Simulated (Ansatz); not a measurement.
**Run report: CH₄FNOSi, geometry relaxation (part 1 of 2)**

CH₄FNOSi, SMILES FC1N[SiH2]O1, computed with RKS PBE-D4/def2-SVP (Ansatz 0.2.0).

The geometry: force-field start. Figures and captions count atoms from 1; the log counts them from 0 in places.

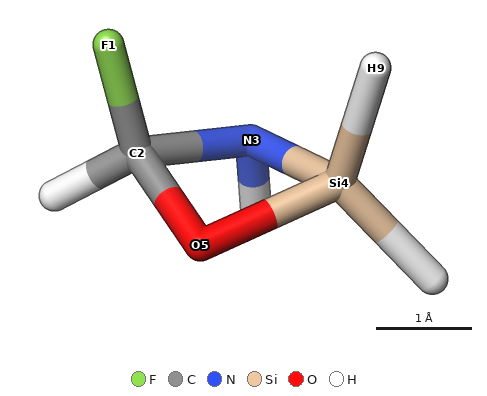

**Figure 1.** The structure as given in the input (stick view, seen at a tilt; atoms are numbered from 1 in the order of the input).

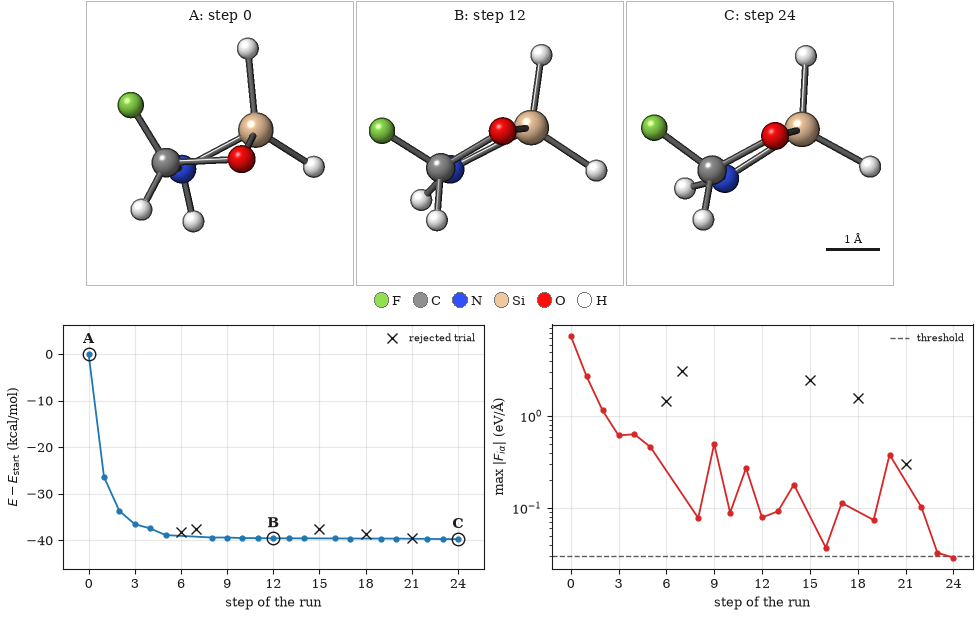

**Figure 2.** Frames of the relaxation (ball-and-stick view, seen at a tilt) above the curves, on which the letters mark them (the first geometry is step 0 here and step 1 in the log).

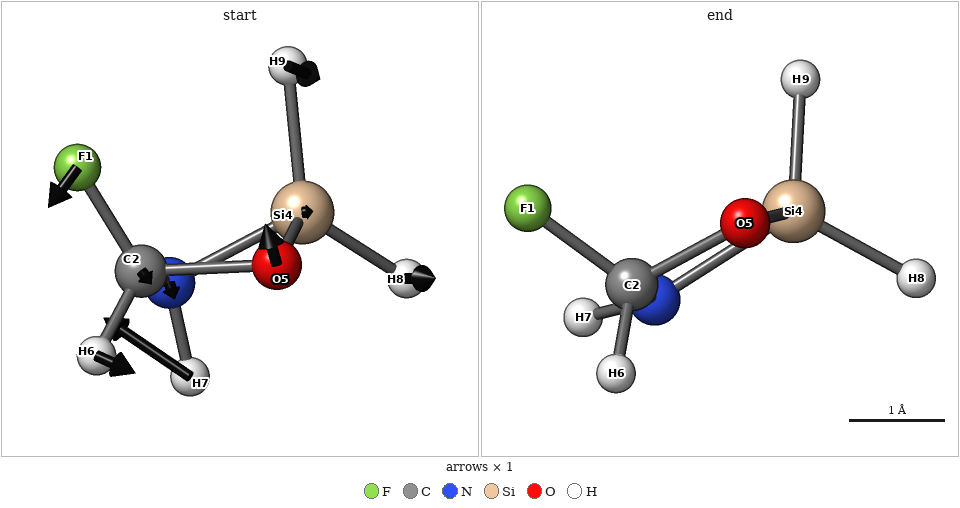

**Figure 3.** Before (left) and after (right) the relaxation, at one scale (ball-and-stick view, seen at a tilt). The black arrows give the displacements, at true length. The atom that moves furthest after the best rigid fit is H7 (1.17 Å). Largest moves by element: H 1.17 Å, F 0.54 Å, O 0.47 Å, N 0.19 Å, C 0.18 Å, Si 0.12 Å. Among the contacts that change: N3–Si4 1.598 → 1.746 Å, F1–C2 1.307 → 1.386 Å, Si4–O5 1.665 → 1.723 Å, Si4–H9 1.556 → 1.504 Å. Among the angles that change: Si4–N3–H7 106.5° → 141.4°, H8–Si4–H9 121.5° → 109.0°, C2–N3–H7 111.0° → 122.1°. Over 24 geometry steps the energy falls by 39.7 kcal/mol. The largest force component goes from 7.5 to 0.029 eV/Å. The line search rejected the trial steps at points 6, 7, 15, 18, 21 (counted from 0) and went back. (Atoms are counted from 1 in the order of the input.)

These pictures come from the run below.

The input:
```yaml
crystal:
  periodic: [false, false, false]
  atoms:
    - {symbol: F, position_ang: [-0.560500, 1.783500, 0.602300]}
    - {symbol: C, position_ang: [0.090700, 1.049900, -0.261100]}
    - {symbol: N, position_ang: [0.821300, -0.007500, 0.406300]}
    - {symbol: Si, position_ang: [-0.403800, -1.020600, 0.239200]}
    - {symbol: O, position_ang: [-0.723400, 0.065700, -0.981300]}
    - {symbol: H, position_ang: [0.690600, 1.665100, -0.963200]}
    - {symbol: H, position_ang: [1.591700, -0.370600, -0.198800]}
    - {symbol: H, position_ang: [0.007800, -2.328200, -0.265400]}
    - {symbol: H, position_ang: [-1.425800, -0.883600, 1.404900]}
basis:
  gaussian: {orbitals: def2-SVP}
hamiltonian: {xc: pbe, dispersion: d4}
relax: {f_tol: 0.03, max_steps: 200}
```

Launched with:
```bash
ansatz run in.yaml --threads 2 --pin off --events-out ev --progress --plain --max-ram 4352MiB
```

What the program printed:
```
Functional definition: PBE
  name "PBE"
  cite "Perdew, Burke & Ernzerhof, Phys. Rev. Lett. 77, 3865 (1996) doi:10.1103/PhysRevLett.77.3865"
  parent pbe
  parameter kappa = 0.804
  parameter beta = 0.06672455060314922
  exchange = pbe_x(kappa = kappa, mu = beta*pi^2/3)
  correlation = pbe_c(beta = beta)
1049 factors; their error is unknown
mean field evaluation 1: about -15203.2591 eV, gradient 7.0e1 eV
mean field evaluation 2: about -15129.0041 eV, gradient 1.7e2 eV
mean field evaluation 4: about -15212.1341 eV, gradient 1.7e1 eV
mean field evaluation 8: about -15212.6858 eV, gradient 1.6e-1 eV
mean field evaluation 16: about -15212.6039 eV, gradient 5.2e-4 eV
mean field -15212.60394500 eV, -559.0528835056 hartree, gradient 1.5e-5 eV, S^2 0.000000; 0 other end points of the search recorded, 0 dependent functions left out
the calculation of the forces begins
reference -15212.60397439 eV, -559.0528845856 hartree; 24, 24 occupied and 70, 70 virtual orbitals, 1049 factors
relax step   1: F+E_penalty+E_count = -15212.78647380 eV  Δ(F+E_penalty+E_count) = +0.000e0 eV  max|allowed force component| = 7.517e0 eV/Å  Δτ_max = 0.0000 Å  (29 SCF iters, accepted)
these checks for a lower state are left out or cut short: starts, cluster_reference, orbital_swaps, neighbouring_geometries, increment
1049 factors; their error is unknown
mean field -15213.74984720 eV, -559.0949946347 hartree, gradient 2.1e-5 eV, S^2 0.000000; 0 other end points of the search recorded, 0 dependent functions left out
[... from here on the field's lines of each further geometry are left out, up to the last ...]
relax step   2: F+E_penalty+E_count = -15213.93053315 eV  Δ(F+E_penalty+E_count) = -1.144e0 eV  max|allowed force component| = 2.703e0 eV/Å  Δτ_max = 0.1932 Å  (35 SCF iters, accepted)
relax step   3: F+E_penalty+E_count = -15214.24734195 eV  Δ(F+E_penalty+E_count) = -3.168e-1 eV  max|allowed force component| = 1.154e0 eV/Å  Δτ_max = 0.2000 Å  (35 SCF iters, accepted)
relax step   4: F+E_penalty+E_count = -15214.36938439 eV  Δ(F+E_penalty+E_count) = -1.220e-1 eV  max|allowed force component| = 6.173e-1 eV/Å  Δτ_max = 0.1627 Å  (35 SCF iters, accepted)
relax step   5: F+E_penalty+E_count = -15214.40910287 eV  Δ(F+E_penalty+E_count) = -3.972e-2 eV  max|allowed force component| = 6.346e-1 eV/Å  Δτ_max = 0.1169 Å  (28 SCF iters, accepted)
relax step   6: F+E_penalty+E_count = -15214.47093025 eV  Δ(F+E_penalty+E_count) = -6.183e-2 eV  max|allowed force component| = 4.613e-1 eV/Å  Δτ_max = 0.2000 Å  (35 SCF iters, accepted)
relax step   7: F+E_penalty+E_count = -15214.44154832 eV  Δ(F+E_penalty+E_count) = +2.938e-2 eV  max|allowed force component| = 1.447e0 eV/Å  Δτ_max = 0.1783 Å  (29 SCF iters, rejected (line search))
relax step   8: F+E_penalty+E_count = -15214.41002281 eV  Δ(F+E_penalty+E_count) = +6.091e-2 eV  max|allowed force component| = 3.083e0 eV/Å  Δτ_max = 0.0866 Å  (30 SCF iters, rejected (line search))
relax step   9: F+E_penalty+E_count = -15214.49371054 eV  Δ(F+E_penalty+E_count) = -2.278e-2 eV  max|allowed force component| = 7.784e-2 eV/Å  Δτ_max = 0.0417 Å  (31 SCF iters, accepted)
relax step  10: F+E_penalty+E_count = -15214.49395801 eV  Δ(F+E_penalty+E_count) = -2.475e-4 eV  max|allowed force component| = 4.973e-1 eV/Å  Δτ_max = 0.0829 Å  (28 SCF iters, accepted)
relax step  11: F+E_penalty+E_count = -15214.49868563 eV  Δ(F+E_penalty+E_count) = -4.728e-3 eV  max|allowed force component| = 8.902e-2 eV/Å  Δτ_max = 0.0155 Å  (31 SCF iters, accepted)
relax step  12: F+E_penalty+E_count = -15214.49943655 eV  Δ(F+E_penalty+E_count) = -7.509e-4 eV  max|allowed force component| = 2.717e-1 eV/Å  Δτ_max = 0.0314 Å  (30 SCF iters, accepted)
relax step  13: F+E_penalty+E_count = -15214.50119801 eV  Δ(F+E_penalty+E_count) = -1.761e-3 eV  max|allowed force component| = 7.889e-2 eV/Å  Δτ_max = 0.0314 Å  (29 SCF iters, accepted)
relax step  14: F+E_penalty+E_count = -15214.50122377 eV  Δ(F+E_penalty+E_count) = -2.576e-5 eV  max|allowed force component| = 9.215e-2 eV/Å  Δτ_max = 0.0054 Å  (31 SCF iters, accepted)
relax step  15: F+E_penalty+E_count = -15214.50145290 eV  Δ(F+E_penalty+E_count) = -2.291e-4 eV  max|allowed force component| = 1.798e-1 eV/Å  Δτ_max = 0.0157 Å  (30 SCF iters, accepted)
relax step  16: F+E_penalty+E_count = -15214.41250760 eV  Δ(F+E_penalty+E_count) = +8.895e-2 eV  max|allowed force component| = 2.447e0 eV/Å  Δτ_max = 0.1951 Å  (35 SCF iters, rejected (line search))
relax step  17: F+E_penalty+E_count = -15214.50215587 eV  Δ(F+E_penalty+E_count) = -7.030e-4 eV  max|allowed force component| = 3.710e-2 eV/Å  Δτ_max = 0.0106 Å  (31 SCF iters, accepted)
relax step  18: F+E_penalty+E_count = -15214.50304333 eV  Δ(F+E_penalty+E_count) = -8.875e-4 eV  max|allowed force component| = 1.136e-1 eV/Å  Δτ_max = 0.0530 Å  (28 SCF iters, accepted)
relax step  19: F+E_penalty+E_count = -15214.46139799 eV  Δ(F+E_penalty+E_count) = +4.165e-2 eV  max|allowed force component| = 1.568e0 eV/Å  Δτ_max = 0.1461 Å  (35 SCF iters, rejected (line search))
relax step  20: F+E_penalty+E_count = -15214.50351027 eV  Δ(F+E_penalty+E_count) = -4.669e-4 eV  max|allowed force component| = 7.408e-2 eV/Å  Δτ_max = 0.0426 Å  (29 SCF iters, accepted)
relax step  21: F+E_penalty+E_count = -15214.50393692 eV  Δ(F+E_penalty+E_count) = -4.267e-4 eV  max|allowed force component| = 3.810e-1 eV/Å  Δτ_max = 0.0498 Å  (28 SCF iters, accepted)
relax step  22: F+E_penalty+E_count = -15214.50243012 eV  Δ(F+E_penalty+E_count) = +1.507e-3 eV  max|allowed force component| = 3.043e-1 eV/Å  Δτ_max = 0.1125 Å  (29 SCF iters, rejected (line search))
relax step  23: F+E_penalty+E_count = -15214.50619731 eV  Δ(F+E_penalty+E_count) = -2.260e-3 eV  max|allowed force component| = 1.018e-1 eV/Å  Δτ_max = 0.0142 Å  (30 SCF iters, accepted)
relax step  24: F+E_penalty+E_count = -15214.50827939 eV  Δ(F+E_penalty+E_count) = -2.082e-3 eV  max|allowed force component| = 3.263e-2 eV/Å  Δτ_max = 0.0562 Å  (28 SCF iters, accepted)
the calculation of the forces begins
reference -15214.33162982 eV, -559.1163747514 hartree; 24, 24 occupied and 70, 70 virtual orbitals, 1049 factors
relax step  25: F+E_penalty+E_count = -15214.50865068 eV  Δ(F+E_penalty+E_count) = -3.713e-4 eV  max|allowed force component| = 2.887e-2 eV/Å  Δτ_max = 0.0157 Å  (30 SCF iters, accepted)
1049 factors; their error is unknown
mean field -15214.33159919 eV, -559.1163736260 hartree, gradient 2.5e-5 eV, S^2 0.000000; 1 other end points of the search recorded, 0 dependent functions left out
the calculation of the forces begins
reference -15214.33162982 eV, -559.1163747514 hartree; 24, 24 occupied and 70, 70 virtual orbitals, 1049 factors
Total energy: -15214.50868130 eV, -559.1228812734 hartree
Atom 0 at    -0.128394     2.056598     0.400350 Å, force     0.002433    -0.000628    -0.003956 eV/Å
Atom 1 at     0.128085     0.973314    -0.425395 Å, force     0.001492     0.000649     0.000935 eV/Å
Atom 2 at     0.912237    -0.044556     0.225996 Å, force     0.028874     0.002843     0.008471 eV/Å
Atom 3 at    -0.477328    -1.100636     0.195917 Å, force     0.001488    -0.006289     0.003419 eV/Å
Atom 4 at    -1.065083     0.257170    -0.687241 Å, force    -0.005832     0.002754    -0.002551 eV/Å
Atom 5 at     0.559015     1.402086    -1.361353 Å, force    -0.005616     0.003303     0.001475 eV/Å
Atom 6 at     1.728514     0.181262     0.793410 Å, force    -0.020682    -0.004421    -0.005891 eV/Å
Atom 7 at    -0.367954    -2.345597    -0.633041 Å, force    -0.000863    -0.000726    -0.001592 eV/Å
Atom 8 at    -1.200492    -1.425940     1.474258 Å, force    -0.001294     0.002516    -0.000309 eV/Å
Dipole moment:     0.363305    -0.345656     0.137072 e Å
```

Trajectory as extended XYZ (Å, eV, eV/Å), 23 of the 25 frames kept, from step=1 to step=25:
```
9
Properties=species:S:1:pos:R:3:forces:R:3 step=1 energy=-15212.78647
F    -0.5605    1.7835    0.6023   -1.2309   1.2479   0.9514
C     0.0907    1.0499   -0.2611    1.3491  -3.2753  -2.1630
N     0.8213   -0.0075    0.4063    7.5167   3.2171   2.6936
Si   -0.4038   -1.0206    0.2392   -4.5331  -3.1376   0.7849
O    -0.7234    0.0657   -0.9813   -3.1296   2.5093  -2.2248
H     0.6906    1.6651   -0.9632   -0.1342   0.2207  -0.0465
H     1.5917   -0.3706   -0.1988   -0.1460   0.7625   0.6691
H     0.0078   -2.3282   -0.2654   -0.1535  -0.9068   0.0269
H    -1.4258   -0.8836    1.4049    0.4615  -0.6378  -0.6916
9
Properties=species:S:1:pos:R:3:forces:R:3 step=2 energy=-15213.93053
F    -0.4942    1.8719    0.5482   -0.4473   0.7674   0.4088
C     0.1172    1.0277   -0.2901   -0.0548  -1.2715  -1.1244
N     0.8718    0.0374    0.4794    2.6842   1.5148   0.2799
Si   -0.4117   -1.0092    0.2252   -2.7028  -1.9578   0.1683
O    -0.8856    0.1514   -0.9345    0.1103   1.0158   0.2302
H     0.6906    1.6036   -1.0518   -0.0058  -0.0367   0.0307
H     1.6781   -0.2907   -0.0769    0.1477   0.3728   0.3712
H    -0.0675   -2.3649   -0.2892    0.0086  -0.2014  -0.0749
H    -1.4101   -1.0734    1.3726    0.2600  -0.2034  -0.2898
9
Properties=species:S:1:pos:R:3:forces:R:3 step=3 energy=-15214.24734
F    -0.3860    1.9854    0.4949   -0.4153   0.3964  -0.1002
C     0.0859    0.9932   -0.3198    1.1536   0.4955  -0.1954
N     0.8637    0.0717    0.4839    0.4677  -0.4238   0.0321
Si   -0.4770   -1.0434    0.2315   -0.0082  -0.4188   0.1148
O    -0.9678    0.2193   -0.8302   -0.6001  -0.1277   0.1283
H     0.7069    1.4607   -1.1160   -0.2138   0.2149  -0.2011
H     1.7685   -0.1549    0.0388   -0.2383   0.0752   0.3712
H    -0.0783   -2.3519   -0.3752   -0.1498  -0.0966  -0.1181
H    -1.4274   -1.2264    1.3750    0.0040  -0.1151  -0.0316
9
Properties=species:S:1:pos:R:3:forces:R:3 step=4 energy=-15214.36938
F    -0.3302    2.0976    0.4046    0.1737  -0.2552  -0.4072
C     0.1072    1.0004   -0.3376    0.0907   0.6173   0.3162
N     0.8575    0.0919    0.5232   -0.1628  -0.5051  -0.5539
Si   -0.4755   -1.0711    0.2413    0.1098   0.2630  -0.1164
O    -1.0313    0.2514   -0.7313    0.2724  -0.2949   0.3033
H     0.6883    1.4090   -1.2054   -0.1817  -0.0678   0.1010
H     1.8158   -0.1056    0.1864   -0.3355   0.1272   0.3075
H    -0.1451   -2.3557   -0.4814   -0.0051   0.1681  -0.0005
H    -1.3982   -1.3642    1.3829    0.0385  -0.0526   0.0500
9
Properties=species:S:1:pos:R:3:forces:R:3 step=5 energy=-15214.40910
F    -0.2715    2.1681    0.3322    0.2589  -0.5047  -0.4055
C     0.1099    1.0022   -0.3462   -0.0660   0.6128   0.4237
N     0.8296    0.0957    0.5434   -0.2235  -0.4172  -0.6346
Si   -0.4919   -1.0791    0.2426    0.2308   0.4444  -0.0499
O    -1.0681    0.2786   -0.6705    0.2982  -0.3402   0.2694
H     0.6776    1.3467   -1.2528   -0.1571  -0.1184   0.1804
H     1.8148   -0.0840    0.2873   -0.3355   0.1532   0.2424
H    -0.1527   -2.3134   -0.5619   -0.0392   0.1632   0.0402
H    -1.3589   -1.4612    1.4088    0.0333   0.0069  -0.0661
```
